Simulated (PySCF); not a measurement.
# Si2H5ClO (SMILES O[SiH]([SiH3])Cl) at wB97M-V/cc-pVDZ

What is the energy change on altering one bond length of Si2H5ClO at wB97M-V/cc-pVDZ? Input form: a Python script.

The results are computed with PySCF 2.14.0.

2 further runs of the same task are left out: 2 set aside as unsound or not needed.

### Step 1. Starting point

The species is Si2H5ClO (9 atoms), meant as a singlet with charge 0. SMILES: `O[SiH]([SiH3])Cl`. The shape is that of a PBE0-D4/def2-TZVP optimisation. This is one conformer, not always the lowest.

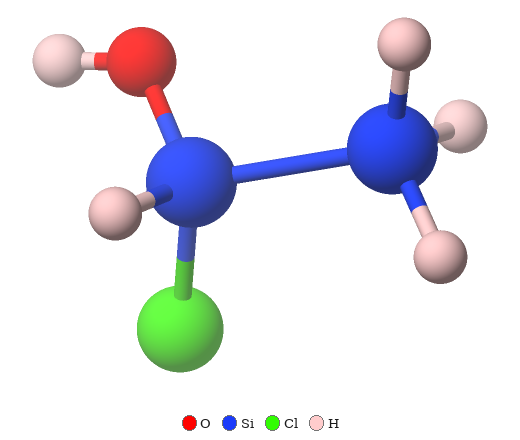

The structure, seen from a chosen angle (oxygen red, silicon blue, chlorine green, hydrogen pink).

### Step 2. The energy at wB97M-V/cc-pVDZ

calc.py reads:

```python
from pyscf import gto, dft

mol = gto.Mole()
mol.atom = '''
O      0.976799     1.780311    -3.035656
Si    -0.501911     1.511403    -0.327301
Si     0.664995    -2.362536     1.434869
Cl    -4.371692     1.522741    -0.867384
H      0.706758     3.278675    -4.019070
H     -0.005480     3.733721     1.317328
H      3.439113    -2.441148     1.875553
H     -0.075022    -4.441612    -0.299900
H     -0.666506    -2.668860     3.889434
'''
mol.max_memory = 1860
mol.unit = 'bohr'
mol.charge = 0
mol.verbose = 3
mol.basis = 'cc-pvdz'
mol.build()

mf = dft.RKS(mol)
mf.xc = 'wb97m-v'
mf.grids.level = 5
mf.nlcgrids.level = 1
mf.conv_tol = 1e-10
mf.kernel()
if not mf.converged:
    mf = mf.newton().run(mf.mo_coeff, mf.mo_occ)

e_tot = mf.e_tot
print('E = %.10f Eh' % e_tot)
```

On the command line:

```
$ OMP_NUM_THREADS=1 python calc.py
```

Log:

```text
converged SCF energy = -1117.39835420819
E = -1117.3983542082 Eh
```

Wall time 81 s (1 thread of Intel Xeon 6975P-C (Granite Rapids), shared host); peak memory 0.53 GiB.

### Step 3. The distorted shape at the same level

job.py reads:

```python
from pyscf import gto, dft

system = gto.M(
    atom='''
O    0.728263   0.990726  -1.996039
Si  -0.054237   0.848426  -0.562839
Si   0.563263  -1.201574   0.369661
Cl  -2.102037   0.854426  -0.848639
H    0.585363   1.783626  -2.516439
H    0.208463   2.024426   0.307461
H    2.031263  -1.243174   0.602861
H    0.171663  -2.301774  -0.548339
H   -0.352700  -1.412300   2.058200
''',
    basis='cc-pvdz',
    charge=0,
    spin=0,
    verbose=4,
    max_memory=1860,
)

mf = dft.RKS(system, xc='wb97m-v')
mf.grids.level = 5
mf.nlcgrids.level = 1
mf.conv_tol = 1e-10
mf.kernel()
if not mf.converged:
    mf = mf.newton().run(mf.mo_coeff, mf.mo_occ)

energy = mf.e_tot
print('E(%s) = %.9f' % ('WB97M-V', energy))
```

On the command line:

```
$ OMP_NUM_THREADS=1 python job.py
```

Log:

```text
PySCF version 2.14.0

[INPUT] num. atoms = 9
[INPUT] num. electrons = 58
[INPUT] charge = 0
[INPUT] spin (= nelec alpha-beta = 2S) = 0
[INPUT] symmetry False subgroup None
[INPUT] Mole.unit = angstrom
[INPUT] Symbol           X                Y                Z      unit          X                Y                Z       unit  Magmom
[INPUT]  1 O      0.728263000000   0.990726000000  -1.996039000000 AA    1.376217616654   1.872200804486  -3.771967043951 Bohr   0.0
[INPUT]  2 Si    -0.054237000000   0.848426000000  -0.562839000000 AA   -0.102493075818   1.603292776960  -1.063611562224 Bohr   0.0
[INPUT]  3 Si     0.563263000000  -1.201574000000   0.369661000000 AA    1.064412806101  -2.270645778398   0.698558048933 Bohr   0.0
[INPUT]  4 Cl    -2.102037000000   0.854426000000  -0.848639000000 AA   -3.972274233702   1.614631133708  -1.603695288625 Bohr   0.0
[INPUT]  5 H      0.585363000000   1.783626000000  -2.516439000000 AA    1.106175753454   3.370564648653  -4.755380519174 Bohr   0.0
[INPUT]  6 H      0.208463000000   2.024426000000   0.307461000000 AA    0.393937977105   3.825610699449   0.581017083985 Bohr   0.0
[INPUT]  7 H      2.031263000000  -1.243174000000   0.602861000000 AA    3.838530756962  -2.349258385180   1.139242181181 Bohr   0.0
[INPUT]  8 H      0.171663000000  -2.301774000000  -0.548339000000 AA    0.324396055721  -4.349722460645  -1.036210533418 Bohr   0.0
[INPUT]  9 H     -0.352700000000  -1.412300000000   2.058200000000 AA   -0.666506404134  -2.668860205723   3.889434309580 Bohr   0.0

nuclear repulsion = 274.521304103015
number of shells = 35
number of NR pGTOs = 184
number of NR cGTOs = 93
basis = cc-pvdz
ecp = {}

******** <class 'pyscf.dft.rks.RKS'> ********
method = RKS
initial guess = minao
damping factor = 0
level_shift factor = 0
DIIS = <class 'pyscf.scf.diis.CDIIS'>
diis_start_cycle = 1
diis_space = 8
diis_damp = 0
SCF conv_tol = 1e-10
SCF conv_tol_grad = None
SCF max_cycles = 50
direct_scf = True
direct_scf_tol = 1e-13
XC library pyscf.dft.libxc version 7.0.0
    S. Lehtola, C. Steigemann, M. J.T. Oliveira, and M. A.L. Marques.,  SoftwareX 7, 1–5 (2018)
XC functionals = wb97m-v
radial grids:
    Treutler-Ahlrichs [JCP 102, 346 (1995); DOI:10.1063/1.469408] (M4) radial grids

becke partition: Becke, JCP 88, 2547 (1988); DOI:10.1063/1.454033
pruning grids: <function nwchem_prune>
grids dens level: 5
symmetrized grids: False
atomic radii adjust function: <function treutler_atomic_radii_adjust>
** Following is NLC and NLC Grids **
NLC functional = wb97m-v
radial grids:
    Treutler-Ahlrichs [JCP 102, 346 (1995); DOI:10.1063/1.469408] (M4) radial grids

becke partition: Becke, JCP 88, 2547 (1988); DOI:10.1063/1.454033
pruning grids: <function nwchem_prune>
grids dens level: 1
symmetrized grids: False
atomic radii adjust function: <function treutler_atomic_radii_adjust>
small_rho_cutoff = 0
Set gradient conv threshold to 1e-05
Initial guess from minao.
tot grids = 290832
tot grids = 36680
init E= -1117.38052486576
  HOMO = -0.292415288897426  LUMO = -0.0210674372340072  gap/eV = 7.38375
cycle= 1 E= -1117.26203838685  delta_E= 0.118  |g|= 0.664  |ddm|= 2.25
  HOMO = -0.329203066992991  LUMO = 0.0185173984367313  gap/eV = 9.46196
cycle= 2 E= -1117.26802085499  delta_E= -0.00598  |g|= 0.705  |ddm|= 0.961
  HOMO = -0.374817909241768  LUMO = 0.0313347404195325  gap/eV = 11.05198
cycle= 3 E= -1117.36103970021  delta_E= -0.093  |g|= 0.0564  |ddm|= 0.484
  HOMO = -0.371250755557244  LUMO = 0.0393297247866564  gap/eV = 11.17246
cycle= 4 E= -1117.36182530858  delta_E= -0.000786  |g|= 0.0194  |ddm|= 0.0655
  HOMO = -0.372463932390969  LUMO = 0.0389458212301554  gap/eV = 11.19503
cycle= 5 E= -1117.36194720441  delta_E= -0.000122  |g|= 0.00318  |ddm|= 0.0235
  HOMO = -0.372455928017954  LUMO = 0.0391084937841986  gap/eV = 11.19924
cycle= 6 E= -1117.36195199759  delta_E= -4.79e-06  |g|= 0.000618  |ddm|= 0.00532
  HOMO = -0.372546445229156  LUMO = 0.0390592600124529  gap/eV = 11.20036
cycle= 7 E= -1117.36195227104  delta_E= -2.73e-07  |g|= 0.000149  |ddm|= 0.00155
  HOMO = -0.372539929212558  LUMO = 0.0390629686437154  gap/eV = 11.20029
cycle= 8 E= -1117.36195228855  delta_E= -1.75e-08  |g|= 4.71e-05  |ddm|= 0.000389
  HOMO = -0.372542979516653  LUMO = 0.0390650270366608  gap/eV = 11.20042
cycle= 9 E= -1117.36195229024  delta_E= -1.69e-09  |g|= 1.03e-05  |ddm|= 0.000128
  HOMO = -0.372541488330612  LUMO = 0.0390653766132978  gap/eV = 11.20039
cycle= 10 E= -1117.36195229033  delta_E= -8.96e-11  |g|= 2.89e-06  |ddm|= 2.72e-05
  HOMO = -0.372541780244791  LUMO = 0.0390651388170729  gap/eV = 11.20039
Extra cycle  E= -1117.36195229034  delta_E= -4.55e-12  |g|= 1.17e-06  |ddm|= 6.29e-06
converged SCF energy = -1117.36195229034
E(WB97M-V) = -1117.361952290
```

It took 83 s on 1 thread of Intel Xeon 6975P-C (Granite Rapids), shared host; peak memory 0.53 GiB.

### Step 4. Outcome

Level: wB97M-V/cc-pVDZ.

| quantity | value |
| --- | --- |
| first shape: total energy | -1117.39835 Eh |
| first shape: dipole moment | 1.46 D |
| first shape: HOMO energy | -10.09 eV |
| first shape: LUMO energy | 1.88 eV |
| first shape: HOMO–LUMO gap | 11.97 eV |
| distorted shape: total energy | -1117.36195 Eh |
| distorted shape: dipole moment | 1.90 D |
| distorted shape: HOMO energy | -10.14 eV |
| distorted shape: LUMO energy | 1.06 eV |
| distorted shape: HOMO–LUMO gap | 11.20 eV |
| energy change with the Si3–H9 bond stretched from 1.487 to 1.933 Å | 0.991 eV |

What this shows: With the Si3–H9 bond stretched from 1.487 to 1.933 Å the energy rises by 0.99 eV (22.8 kcal/mol). The first shape isn't relaxed at this level, so the change isn't measured from a minimum. Mulliken charges (first shape) run from -0.32 on O1 to +0.46 on Si2; they depend strongly on the basis. Mulliken charges (distorted shape) run from -0.32 on O1 to +0.47 on Si2.
